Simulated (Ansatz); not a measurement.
# GaSi2P (zincblende [110] superlattice): the gap up the ladder of methods, part 2 of 2

Aim: the gap of GaSi2P (zincblende [110] superlattice) at several levels of theory on one structure, with the time that each takes.

Ansatz 0.2.0; density functionals, hybrids and G0W0, plane waves, PAW. Known limits of the many-body steps: finite bands, screening cutoff and k mesh; no spin-orbit coupling in G0W0; d shells not analysed; screening cutoff under 40 eV in some runs.

So far. Step 3 (PBEsol+SOC on the 6×4×2 mesh): Over mesh and listed points the gap is 0.688 eV, from k = Γ to k = (0.000, -0.150, 0.000). The least direct gap found is 0.734 eV, at k = Γ. On the 6×4×2 mesh alone the same run gives 0.734 eV, so that mesh misses an edge of PBEsol+SOC: 0.734 − 0.688 = +0.046 eV. PBEsol+SOC against PBEsol: 0.688 − 0.705 = −0.017 eV, with the same mesh, set of files (read in its fully relativistic form for the spin-orbit run) and cutoff, and both edges at the same k points.

## Step 5: G0W0@PBEsol, 4×4×2 mesh, 467 empty bands, screening to 90 eV, PAW set soft_1 files

G0W0 replaces the xc potential by a self-energy built once from the orbitals of the start. Levels are corrected in the window of bands that the input names, at points of the mesh.

This step: G0W0 on PBEsol, plane waves, PAW; PAW set soft_1.

Input file input.yaml:

```yaml
crystal:
  lattice:
    - [3.843404156, 0.0, 0.0]
    - [0.0, 5.4290093868, -5.64569e-05]
    - [0.0, -0.0001197637, 11.5507987848]
  atoms:
    - { symbol: Ga, position: [0.0, 0.0084371012, 0.0803806764] }
    - { symbol: P, position: [0.5, 0.2643226924, 0.0840269086] }
    - { symbol: Ga, position: [0.5, 0.5239220141, 0.2507303519] }
    - { symbol: P, position: [0.0, 0.7735290135, 0.2507058409] }
    - { symbol: Ga, position: [0.0, 0.0084593226, 0.4210271962] }
    - { symbol: P, position: [0.5, 0.26432075, 0.41742573] }
    - { symbol: Si, position: [0.5, 0.4884272085, 0.5851695215] }
    - { symbol: Si, position: [0.0, 0.7368720631, 0.5835029202] }
    - { symbol: Si, position: [0.0, -0.0219224777, 0.7507067365] }
    - { symbol: Si, position: [0.5, 0.2283423147, 0.7507281947] }
    - { symbol: Si, position: [0.5, 0.4884205659, 0.9162917447] }
    - { symbol: Si, position: [0.0, 0.7368694318, 0.9179016077] }
kpoints:
  mp_grid: { grid: [4, 4, 2] }
hamiltonian:
  xc: pbesol
  pseudopotentials: { kind: paw, azcp: { folder: soft_1 }, xc_functional: pbe }
scf:
  occupations: { method: fixed }
gw:
  n_empty_bands: 467
  ecut_chi: 90.0
  qp_bands: [v4, c4]
  qp_kpoints: band_edges
  screening: { model: contour_deformation }
```

Run with:

```bash
> ansatz run input.yaml --threads 4 --pin off --max-ram 17510MiB --backend cpu --events-out ev --progress --plain --runs-dir out
```

Numbers of over 12 decimals in the logs are rounded to 6 here.

The log of the run:

```text
[...]
Crystal: 12 atoms, lattice volume = 241.018 Å³
Basis set: ecut = 420 eV, 4705 PW (Γ)
Bands: 51, of which v1, the nominal top of the filled ones, is band 39 counted from 1 (38 counted from 0)
Symmetry: 2 space group operations
[...]
k-points: 18 of 32 (time reversal used)
[...]
0    43      8.6604    -7.0362    -4.0829   -11.3757  0.7762     8.9180     8.9170  root
[...]
16    40      7.7697    -8.8855    -3.7456   -12.9501  0.7737     8.0899     8.0887  root
    16    41      8.4699    -8.8779    -3.8755   -13.1094  0.7746     8.8275     8.8259  root
    16    42      9.8058    -6.3687    -4.3709   -10.9873  0.7560    10.0546    10.0536  root
    16    43     10.0228    -7.4425    -4.4950   -12.2718  0.7522    10.3593    10.3572  root
[key lines of the parts left out:]
SCF converged after 10 iterations
Free energy (F): -17180.667473 eV
Fermi energy:    6.733945 eV
```

The job ended after 12 min (4 threads of Arm Neoverse V2, shared host; peak memory 4.3 GiB).

Numbers from this step:

- bands summed: 506
- RPA ε∞ on this mesh (eigenvalues): 12.76, 13.85, 15.80
- plane waves in the screening matrix: 457
- G0W0 gap over the corrected points: 1.229 eV
- k of the valence top: 0, 0, 0
- k of the conduction bottom: -0.5, 0, -0.5
- starting gap on the mesh: 0.7480 eV
- Z at the valence top: 0.7649
- Z at the conduction bottom: 0.7819
- least direct G0W0 gap over the corrected points: 1.254 eV

Over 10 of 18 irreducible mesh points the G0W0 gap is 1.229 eV, from k = Γ to k = (-0.500, 0.000, -0.500). The PBEsol gap of this run on the mesh is 0.748 eV. The two states that bound the G0W0 gap lie that far apart at the start, so the correction of the gap is 1.229 − 0.748 = +0.481 eV.

## Step 6: All levels together

Each gap is the least one over the points named; times are wall times on shared hosts, not benchmarks. A G0W0 time includes the run's own self-consistent start. Runs with listed points see these and the mesh alone, so an edge that moves elsewhere is missed. Rows marked * are further runs, not shown as steps, whose inputs differ from the G0W0 step on the same start in the columns given; solver thresholds can differ too.

| level | mesh | files, cutoff | bands summed, screening | points | gap (eV) | valence top | conduction bottom | least direct gap (eV) | time |
| --- | --- | --- | --- | --- | --- | --- | --- | --- | --- |
| PBEsol | 6×4×2 | soft_1 PAW, 420 eV | - | mesh and path | 0.705 | Γ | (0.000, -0.150, 0.000) | 0.751 | 21 s |
| PBEsol+SOC | 6×4×2 | soft_1 PAW, 420 eV | - | mesh and listed points | 0.688 | Γ | (0.000, -0.150, 0.000) | 0.734 | 88 s |
| HSE06 | 4×4×2 | soft_1 PAW, 420 eV | - | mesh and listed points | 1.399 | Γ | (0.000, -0.150, 0.000) | 1.449 | 2.9 min |
| G0W0@PBEsol* | 4×4×2 | soft_1 PAW, 420 eV | 157, 36 eV | 10 of 18 irreducible mesh points | 0.995 | Γ | (-0.500, 0.000, -0.500) | 1.032 | 90 s |
| G0W0@PBEsol | 4×4×2 | soft_1 PAW, 420 eV | 506, 90 eV | 10 of 18 irreducible mesh points | 1.229 | Γ | (-0.500, 0.000, -0.500) | 1.254 | 12 min |

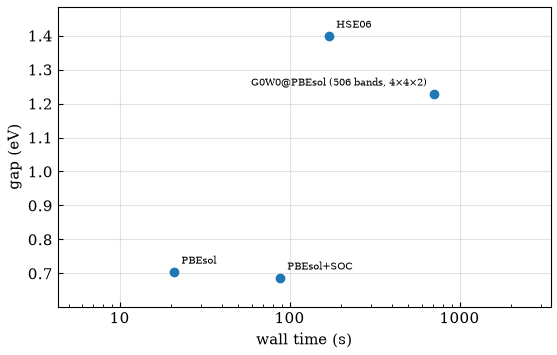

Gap against wall time for the runs shown as steps.

## Step 7: Results

```
PBEsol, over mesh and path                                            : 0.705 eV
PBEsol+SOC, over mesh and listed points                               : 0.688 eV
HSE06, over mesh and listed points                                    : 1.399 eV
G0W0@PBEsol (506 bands, 4×4×2), over 10 of 18 irreducible mesh points : 1.229 eV
known limits                                                          : finite bands, screening cutoff and k mesh; no spin-orbit coupling in G0W0; d shells not analysed; screening cutoff under 40 eV in some runs
```

In words: The rows run from 0.688 eV (PBEsol+SOC) to 1.399 eV (HSE06). They differ in mesh, bands and screening cutoff of G0W0 and the points over which the gap was sought as well as in level, so only pairs that share these are like for like. PBEsol+SOC against PBEsol: 0.688 − 0.705 = −0.017 eV, with the same mesh, set of files (read in its fully relativistic form for the spin-orbit run) and cutoff, and both edges at the same k points. The spin-orbit run sees mesh and listed points alone, so its gap is an upper bound: the coupling can move an edge off these points, the more so as this crystal has no centre of inversion, and the change over the zone, its sign included where it is small, is not known. G0W0@PBEsol (506 bands, 4×4×2) moves the gap of its own start on the mesh by 1.229 − 0.748 = +0.481 eV, between the same two levels. Over mesh and path, PBEsol puts the conduction bottom at k = (0.000, -0.150, 0.000), where no G0W0 correction was computed. The G0W0 gap over the whole zone is therefore not known from this run; at its settings it can only be equal to or under the 1.229 eV found, and no correction is carried over from another point. For the start itself the gap is 0.705 eV over mesh and path and 0.748 eV on the mesh of the G0W0 run, in runs that differ in mesh (6×4×2 and 4×4×2). What spin-orbit coupling does to the G0W0 levels was not computed, so no sum with the G0W0 gap is formed. For G0W0@PBEsol: from 157 bands and 36 eV to 506 bands and 90 eV the gap moves by 1.229 − 0.995 = +0.234 eV; bands and screening cutoff rise together, so their parts are not told apart. Two runs can't test a law of convergence, so the limit is not known. The G0W0 runs are scalar-relativistic. One-shot GW is known to converge slowly in bands for compounds with shallow d shells. The cell holds Ga; the filling of the d shell and its place against the gap were not analysed here. No pair of G0W0 runs that differ in the mesh alone is shown (4×4×2 is a supercell whose nearest images lie 15 Å apart), so the error from the mesh is not known here. G0W0 is shown with one set of atomic data (soft_1 PAW), so the error from the files is not known here. A screening cutoff under 40 eV is crude: G0W0@PBEsol with 157 bands at 36 eV.

[Paths, hosts, dates, memory and timing lines, banners, echoed tables and standing remarks are left out of the program output.]

[Logs are printed without paths, hosts, clocks, repeated set-up lines and the standing remarks that a program may print on its own settings, such as how far it seeks lower states.]

[Runs of the session that timed out or met a known fault of the program may be left out.]

[Cells called generated may have been cut or substituted from an entry of the Crystallography Open Database or the Materials Project.]

[Hosts, paths, dates, database ids (printed as entryN), source tags and the programs' standing remarks are cut or masked in the printed files.]

[Where an RPA ε∞ is given, it is that of the G0W0 mesh and is not shown converged in it. Names of k-points follow the symmetry that the program found, which can be lower than the space group named. Band edges on a path are those of the sampled points; other points can move an edge, and change direct to indirect where valleys lie close.]

[Hybrid gaps are those of their k-mesh and are not shown converged in it.]
